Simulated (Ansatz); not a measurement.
# ClH₆HfN₃: small, medium and large basis sets

How large a basis does ClH₆HfN₃ need? Two functionals are run in growing sets.

The runs use Ansatz 0.2.0, Gaussian basis; one geometry, several basis sets.

Levels to be run: PBE0-D4/def2-SVP; ωB97M-V/def2-SVP; PBE0-D4/def2-QZVPP; ωB97M-V/def2-QZVPP; the functionals' def2-TZVPP values are taken from earlier runs.

## Step 1: The geometry

All runs share one geometry, relaxed beforehand with PBE0-D4 in a triple-zeta def2 set. Hf takes the def2 core potential; no spin-orbit term is included.

SMILES `[NH2][Hf]([NH2])([NH2])[Cl]`, 11 atoms, charge 0, spin multiplicity 1.

Atoms are counted from 1 here; the program's logs count them from 0.

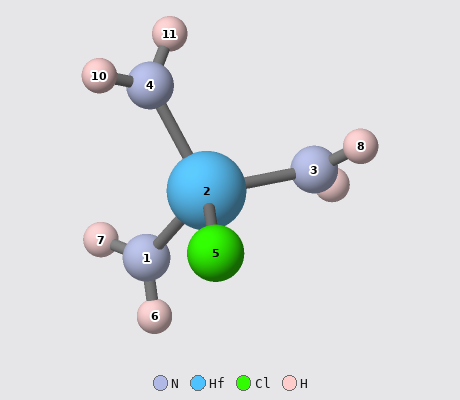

The geometry (nitrogen light blue, hafnium blue, chlorine green, hydrogen pink); atoms are numbered from 1 in the order of the file.

As a file:

```xyz
11

N    -1.8357    0.2221   -0.4227
Hf    0.1363    0.4855   -0.0329
N     0.4765   -0.2728    1.8162
N     1.1555   -0.6781   -1.3432
Cl    0.7785    2.7800   -0.1891
H    -2.5808    0.7954   -0.0498
H    -2.2288   -0.4395   -1.0762
H     1.3241   -0.1364    2.3509
H    -0.1904   -0.7751    2.3839
H     1.3150   -0.4511   -2.3158
H     1.6499   -1.5300   -1.1213
```

## Step 2: PBE0-D4 in def2-SVP

in.yaml

```yaml
crystal:
  periodic: [false, false, false]
  atoms:
    - {symbol: N, position_ang: [-1.835732, 0.222117, -0.422701]}
    - {symbol: Hf, position_ang: [0.136256, 0.485499, -0.032866]}
    - {symbol: N, position_ang: [0.476545, -0.272782, 1.816156]}
    - {symbol: N, position_ang: [1.155486, -0.678116, -1.343170]}
    - {symbol: Cl, position_ang: [0.778477, 2.779952, -0.189115]}
    - {symbol: H, position_ang: [-2.580786, 0.795442, -0.049760]}
    - {symbol: H, position_ang: [-2.228818, -0.439495, -1.076246]}
    - {symbol: H, position_ang: [1.324096, -0.136367, 2.350891]}
    - {symbol: H, position_ang: [-0.190397, -0.775095, 2.383861]}
    - {symbol: H, position_ang: [1.315014, -0.451145, -2.315765]}
    - {symbol: H, position_ang: [1.649878, -1.530020, -1.121285]}
basis:
  gaussian: {orbitals: def2-SVP}
hamiltonian: {xc: pbe0, dispersion: d4}
output: {orbitals: {seedname: orbitals}}
```

The run is started by

```bash
$ ansatz run in.yaml --threads 4 --pin off --events-out ev --progress --plain --max-ram 11315MiB
```

What it wrote:

```text
Functional definition: PBE0
  name "PBE0"
  cite "Adamo & Barone, J. Chem. Phys. 110, 6158 (1999) doi:10.1063/1.478522"
  cite "Perdew, Burke & Ernzerhof, Phys. Rev. Lett. 77, 3865 (1996) doi:10.1103/PhysRevLett.77.3865"
  parent pbe
  parameter a = 0.25
  parameter kappa = 0.804
  parameter beta = 0.06672455060314922
  exchange = (1 - a)*pbe_x(kappa = kappa, mu = beta*pi^2/3) + a*exact_x
  correlation = pbe_c(beta = beta)
1424 factors; their error is unknown
mean field evaluation 1: about -18368.2574 eV, gradient 9.2e1 eV
mean field evaluation 2: about -18321.0832 eV, gradient 1.7e2 eV
mean field evaluation 4: about -18385.4368 eV, gradient 6.3e0 eV
mean field evaluation 8: about -18385.5477 eV, gradient 1.8e-1 eV
mean field evaluation 16: about -18385.6679 eV, gradient 2.2e-4 eV
mean field -18385.66786619 eV, -675.6608318292 hartree, gradient 2.8e-5 eV, S^2 0.000000; 0 other end points of the search recorded, 0 dependent functions left out
reference -18385.66793260 eV, -675.6608342699 hartree; 28, 28 occupied and 94, 94 virtual orbitals, 1424 factors
Total energy: -18385.86770752 eV, -675.6681758627 hartree
```

It took 1.6 s on 4 threads of Arm Neoverse V1, shared host; peak memory 0.31 GiB.

## Step 3: ωB97M-V in def2-SVP

in.yaml, as its differences from that of step 2:

```diff
@@ -16,3 +16,3 @@
   gaussian: {orbitals: def2-SVP}
-hamiltonian: {xc: pbe0, dispersion: d4}
+hamiltonian: {xc: {name: wB97M-V}}
 output: {orbitals: {seedname: orbitals}}
```

Same command.

What it wrote, shortened:

```text
Functional definition: wB97M-V
  name "wB97M-V"
  cite "Mardirossian & Head-Gordon, J. Chem. Phys. 144, 214110 (2016) doi:10.1063/1.4952647"
  cite "Becke, J. Chem. Phys. 107, 8554 (1997) doi:10.1063/1.475007"
  cite "Vydrov & Van Voorhis, J. Chem. Phys. 133, 244103 (2010) doi:10.1063/1.3521275"
  # Of w^i u^j: cxij and so on, Table III.
[...]
  gx(w, u) = 1 - cx + cx01*u + cx10*w
  gss(w, u) = css00 + css04*u^4 + css10*w + css20*w^2 + css43*w^4*u^3
  gos(w, u) = cos00 + cos10*w + (cos20 + cos21*u)*w^2 + (cos60 + cos61*u)*w^6
[...]
      + integral(e_c_pw_mod_opposite_spin*gos(b97_w_opposite, b97_u_opposite)) + vv10(b, c)
1387 factors; their error is unknown
326 factors; integrals over basis functions are off by at most 1.1e-5 eV
[...]
mean field -18390.63388534 eV, -675.8433296668 hartree, gradient 1.3e-5 eV, S^2 0.000000; 0 other end points of the search recorded, 0 dependent functions left out
reference -18390.63398932 eV, -675.8433334881 hartree; 28, 28 occupied and 94, 94 virtual orbitals, 1387 factors
Total energy: -18390.63398932 eV, -675.8433334881 hartree
```

Run time: 7.5 s. Hardware: 4 threads of Arm Neoverse V1, shared host; peak memory 0.45 GiB.

## Step 4: PBE0-D4 in def2-QZVPP

in.yaml, as its differences from that of step 3:

```diff
@@ -15,4 +15,4 @@
 basis:
-  gaussian: {orbitals: def2-SVP}
-hamiltonian: {xc: {name: wB97M-V}}
+  gaussian: {orbitals: "def2-QZVPP.json"}
+hamiltonian: {xc: pbe0, dispersion: d4}
 output: {orbitals: {seedname: orbitals}}
```

Launched as before.

What it wrote:

```text
Functional definition: PBE0
  name "PBE0"
  cite "Adamo & Barone, J. Chem. Phys. 110, 6158 (1999) doi:10.1063/1.478522"
  cite "Perdew, Burke & Ernzerhof, Phys. Rev. Lett. 77, 3865 (1996) doi:10.1103/PhysRevLett.77.3865"
  parent pbe
  parameter a = 0.25
  parameter kappa = 0.804
  parameter beta = 0.06672455060314922
  exchange = (1 - a)*pbe_x(kappa = kappa, mu = beta*pi^2/3) + a*exact_x
  correlation = pbe_c(beta = beta)
1744 factors; their error is unknown
mean field evaluation 1: about -18374.2977 eV, gradient 1.1e2 eV
mean field evaluation 2: about -18315.2461 eV, gradient 1.9e2 eV
mean field evaluation 4: about -18396.2237 eV, gradient 1.1e1 eV
mean field evaluation 8: about -18396.5339 eV, gradient 1.6e-1 eV
mean field evaluation 16: about -18396.5593 eV, gradient 3.8e-5 eV
mean field -18396.55926527 eV, -676.0610833629 hartree, gradient 9.9e-6 eV, S^2 0.000000; 0 other end points of the search recorded, 0 dependent functions left out
reference -18396.55930575 eV, -676.0610848507 hartree; 28, 28 occupied and 474, 474 virtual orbitals, 1744 factors
Total energy: -18396.75908067 eV, -676.0684264434 hartree
```

Run time: 10 s. Hardware: 4 threads of Arm Neoverse V1, shared host; peak memory 1.9 GiB.

## Step 5: ωB97M-V in def2-QZVPP

in.yaml, as its differences from that of step 4:

```diff
@@ -16,3 +16,3 @@
   gaussian: {orbitals: "def2-QZVPP.json"}
-hamiltonian: {xc: pbe0, dispersion: d4}
+hamiltonian: {xc: {name: wB97M-V}}
 output: {orbitals: {seedname: orbitals}}
```

Launched as before.

What it wrote, shortened:

```text
Functional definition: wB97M-V
  name "wB97M-V"
  cite "Mardirossian & Head-Gordon, J. Chem. Phys. 144, 214110 (2016) doi:10.1063/1.4952647"
  cite "Becke, J. Chem. Phys. 107, 8554 (1997) doi:10.1063/1.475007"
  cite "Vydrov & Van Voorhis, J. Chem. Phys. 133, 244103 (2010) doi:10.1063/1.3521275"
  # Of w^i u^j: cxij and so on, Table III.
[...]
  gx(w, u) = 1 - cx + cx01*u + cx10*w
  gss(w, u) = css00 + css04*u^4 + css10*w + css20*w^2 + css43*w^4*u^3
  gos(w, u) = cos00 + cos10*w + (cos20 + cos21*u)*w^2 + (cos60 + cos61*u)*w^6
[...]
      + integral(e_c_pw_mod_opposite_spin*gos(b97_w_opposite, b97_u_opposite)) + vv10(b, c)
1675 factors; their error is unknown
418 factors; integrals over basis functions are off by at most 1.4e-5 eV
[...]
mean field -18401.68270288 eV, -676.2493662224 hartree, gradient 3.1e-5 eV, S^2 0.000000; 0 other end points of the search recorded, 0 dependent functions left out
reference -18401.68276895 eV, -676.2493686504 hartree; 28, 28 occupied and 474, 474 virtual orbitals, 1675 factors
Total energy: -18401.68276895 eV, -676.2493686504 hartree
```

It took 23 s on 4 threads of Arm Neoverse V1, shared host; peak memory 2.3 GiB.

## Step 6: Density functionals: the series

The def2-TZVPP values come from earlier runs at the same geometry.

| functional | basis | functions | energy (eV) | from the largest (eV) | HOMO (eV) | LUMO (eV) |
| --- | --- | --- | --- | --- | --- | --- |
| PBE0-D4 | def2-SVP | 122 | -18385.8677 | 10.891 | -7.19 | 0.15 |
| PBE0-D4 | def2-TZVPP | 275 | -18396.0879 | 0.671 | -7.33 | -0.05 |
| PBE0-D4 | def2-QZVPP | 502 | -18396.7591 | 0.000 | -7.39 | -0.38 |
| ωB97M-V | def2-SVP | 122 | -18390.6340 | 11.049 | -9.57 | 1.39 |
| ωB97M-V | def2-TZVPP | 275 | -18401.0465 | 0.636 | -9.72 | 1.12 |
| ωB97M-V | def2-QZVPP | 502 | -18401.6828 | 0.000 | -9.78 | 0.50 |

## Step 7: Results

```
                                       quantity           value
PBE0-D4: double and triple zeta above quadruple  10.89, 0.67 eV
ωB97M-V: double and triple zeta above quadruple  11.05, 0.64 eV
```

What this shows: PBE0-D4 gains 10.22 eV from double to triple zeta, then 0.67 eV more. These are total energies; as a rule much of such shifts cancels in differences, which this series doesn't test. The LUMO of ωB97M-V is positive and keeps falling with the basis (1.39 to 0.50 eV): an unbound level that the basis holds in place.

For PBE0-D4 the largest set took about 6 times as long as the smallest (10 s against 1.6 s).
